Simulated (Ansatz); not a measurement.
**C2H6BClO: rigid torsion scan**

Wanted for C2H6BClO: a rigid torsion scan. SMILES: CCOBCl.

All numbers are computed with the Python package of Ansatz 0.2.0. Level of theory: CAM-B3LYP/6-31G*.

### 1 Starting point

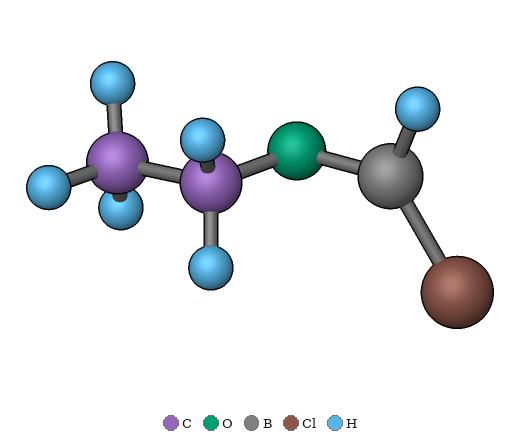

The starting structure, viewed from a chosen angle; carbon purple, oxygen teal, boron grey, chlorine brown, hydrogen blue.

The script holds or builds the structure itself.

### 2 The script

File torsion.py:

```python
# -*- coding: utf-8 -*-
import logging
import sys

import ansatz
from ase import Atoms

logging.basicConfig(stream=sys.stdout, format="%(name)s: %(message)s")
log = logging.getLogger("ansatz_job")
log.setLevel(logging.INFO)


def main():
    atoms = Atoms(["C", "C", "O", "B", "Cl", "H", "H", "H", "H", "H", "H"], positions=[
        [-0.3548, -0.6313, 1.5345],
        [-0.2681, 0.2041, 0.231],
        [0.4388, -0.553, -0.7123],
        [0.6751, 0.2297, -1.9482],
        [2.072, 1.2936, -2.2308],
        [-0.9819, 0.0182, 2.2643],
        [0.6277, -0.8062, 1.9464],
        [-0.8971, -1.5242, 1.3202],
        [0.2615, 1.1805, 0.5158],
        [-1.289, 0.4262, -0.124],
        [-0.2189, 0.1054, -2.7762],
    ])

    first = (
        ansatz.Crystal.molecule_from_ase(atoms).calculation()
        .basis(gaussian="6-31G*")
        .functional("cam_b3lyp")
        .relax(force_tolerance=0.02, max_steps=80)
    )
    atoms.positions = first.run().report["positions_ang"]

    start = atoms.get_dihedral(1, 2, 3, 4)
    energies = {}
    for turn in range(0, 360, 40):
        turned = atoms.copy()
        turned.set_dihedral(1, 2, 3, 4, start + turn, indices=[3, 4, 10])
        calc = ansatz.Crystal.molecule_from_ase(turned).calculation()
        calc = calc.basis(gaussian="6-31G*")
        calc = calc.functional("cam_b3lyp")
        energies[round((start + turn) % 360)] = calc.run().report["free_energy_ev"]
    floor = min(energies.values())
    log.info("dihedral C1-O2-B3-Cl4 (deg)   E - E(min) (eV)")
    for angle, e in sorted(energies.items()):
        log.info(f"{angle:8d} {(e - floor):14.3f}  " + "#" * int(30 * (e - floor) / max(max(energies.values()) - floor, 1e-9)))


if __name__ == "__main__":
    main()
```

### 3 What the engine is handed

The package turns the script's settings into the engine's input (first run):

```yaml
crystal:
  periodic: [false, false, false]
  atoms:
    - { symbol: C, position_ang: [-0.3548, -0.6313, 1.5345] }
    - { symbol: C, position_ang: [-0.2681, 0.2041, 0.231] }
    - { symbol: O, position_ang: [0.4388, -0.553, -0.7123] }
    - { symbol: B, position_ang: [0.6751, 0.2297, -1.9482] }
    - { symbol: Cl, position_ang: [2.072, 1.2936, -2.2308] }
    - { symbol: H, position_ang: [-0.9819, 0.0182, 2.2643] }
    - { symbol: H, position_ang: [0.6277, -0.8062, 1.9464] }
    - { symbol: H, position_ang: [-0.8971, -1.5242, 1.3202] }
    - { symbol: H, position_ang: [0.2615, 1.1805, 0.5158] }
    - { symbol: H, position_ang: [-1.289, 0.4262, -0.124] }
    - { symbol: H, position_ang: [-0.2189, 0.1054, -2.7762] }
basis:
  gaussian:
    orbitals: "6-31G*"
hamiltonian:
  xc: cam_b3lyp
relax:
  f_tol: 0.02
  max_steps: 80
```

### 4 Running it

Launch:

```
$ python torsion.py
```

Log:

```text
ansatz_job: dihedral C1-O2-B3-Cl4 (deg)   E - E(min) (eV)
ansatz_job:       20          0.117  ######
ansatz_job:       60          0.406  #####################
ansatz_job:      100          0.566  ##############################
ansatz_job:      140          0.224  ###########
ansatz_job:      180          0.000
ansatz_job:      220          0.223  ###########
ansatz_job:      260          0.562  #############################
ansatz_job:      300          0.404  #####################
ansatz_job:      340          0.105  #####
```

Wall time 3.2 min (1 thread of Intel Xeon Platinum 8488C (Sapphire Rapids), shared host); peak memory 0.3 GiB.

### 5 The relaxation of run 0, step by step

The steps of the relaxation:

```
step  energy from step 1 (eV)  largest force component (eV/Å)
   1                   0.0000                          3.4899
   2                  -0.4663                          1.9395
   3                  -0.4982                          1.1966
   4                  -0.6142                          0.4677
   5                  -0.6318                          0.4059
   6                  -0.6853                          0.5265
   7                  -0.7595                          0.5959
   8                  -0.8654                          0.7849
   9                  -0.9808                          0.8136
  10                  -1.0696                          0.6401
  11                  -1.1135                          0.6520
  12                  -1.1362                          0.2273
  13                  -1.1395                          0.0624
  14                  -1.1419                          0.0269
  15                  -1.1386                          0.3338
  16                  -1.1433                          0.0648
  17                  -1.1418                          0.2911
  18                  -1.1450                          0.0609
  19                  -1.1456                          0.0821
  20                  -1.1457                          0.0802
  21                  -1.1462                          0.0131
  22                  -1.1463                          0.0139
```

Step 1 is the start. Steps 15, 17 were tried and not accepted.

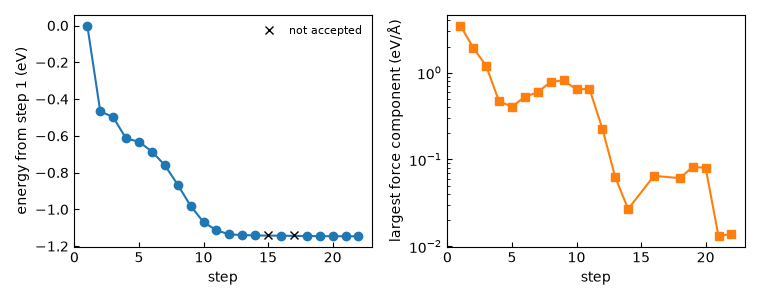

Energy and largest force along the relaxation.

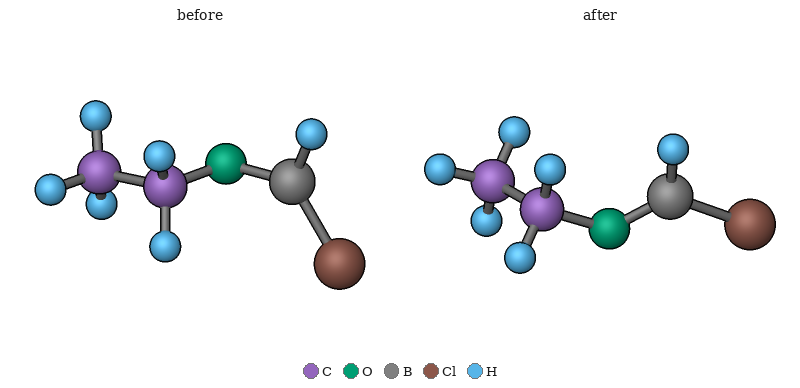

Before and after, at one scale.

Before: Bond lengths: C1–C2 1.551 Å, C2–O3 1.401 Å, O3–B4 1.482 Å, B4–Cl5 1.779 Å, C1–H6 1.161 Å, C1–H7 1.080 Å, C1–H8 1.066 Å, C2–H9 1.147 Å, C2–H10 1.103 Å, B4–H11 1.225 Å. Angles (14 of 16 angles, heavy atoms first): C1–C2–O3 107.6°, C2–O3–B4 110.9°, O3–B4–Cl5 125.0°, C1–C2–H9 106.0°, C1–C2–H10 109.1°, O3–C2–H9 113.2°, O3–C2–H10 111.0°, C2–C1–H6 104.9°, C2–C1–H7 110.9°, C2–C1–H8 108.1°, O3–B4–H11 113.2°, Cl5–B4–H11 121.8°, H9–C2–H10 109.6°, H6–C1–H7 110.0°.

After: Bond lengths: C1–C2 1.515 Å, C2–O3 1.429 Å, O3–B4 1.332 Å, B4–Cl5 1.767 Å, C1–H6 1.094 Å, C1–H7 1.093 Å, C1–H8 1.094 Å, C2–H9 1.094 Å, C2–H10 1.095 Å, B4–H11 1.194 Å. Angles (14 of 16 angles, heavy atoms first): C1–C2–O3 109.7°, C2–O3–B4 122.4°, O3–B4–Cl5 118.3°, C1–C2–H9 110.9°, C1–C2–H10 111.3°, O3–C2–H9 106.7°, O3–C2–H10 109.8°, C2–C1–H6 110.2°, C2–C1–H7 110.5°, C2–C1–H8 110.8°, O3–B4–H11 123.0°, Cl5–B4–H11 118.7°, H9–C2–H10 108.3°, H6–C1–H7 108.6°.

Run 0 is this relaxation; the runs after it count from 1.

### 6 Run by run

From the records of these 9 runs:

```
run  turn (°)  energy from run 1 (eV)  SCF cycles  CPU time (s)
  1         0                  0.0000          17           4.8
  2        40                  0.2230          19           5.1
  3        80                  0.5624          19           5.1
  4       120                  0.4045          19           5.2
  5       160                  0.1054          18             5
  6       200                  0.1170          18           3.6
  7       240                  0.4056          19           3.1
  8       280                  0.5657          19           4.4
  9       320                  0.2241          19           4.5
```

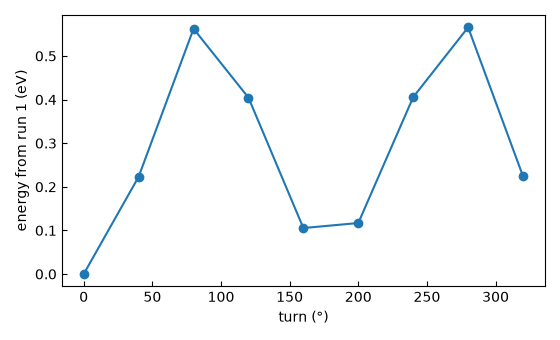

Energy against turn; lines join the points.

### 7 Summary of results

| quantity | value |
| --- | --- |
| runs compared | 9 |
| range of energy | 0.566 eV |
| lowest point, turn (°) | 0 |

**Reading.** The lowest point lies at a turn of 0°, the highest 0.566 eV (54.6 kJ/mol) above it at 280°. The grid can miss the true lowest and highest points, and the rest of the molecule is held rigid. Run 0: After 19 moves the largest shift is 1.271 Å, of atom 5 (Cl). So large a move can change the bonding: the results belong to the relaxed structure. The scan is rigid and the energies are electronic, in a modest basis. With rigid groups the curve can differ much from the relaxed path, the start wasn't checked as a minimum of this torsion, and equivalent turns needn't return to the same energy.
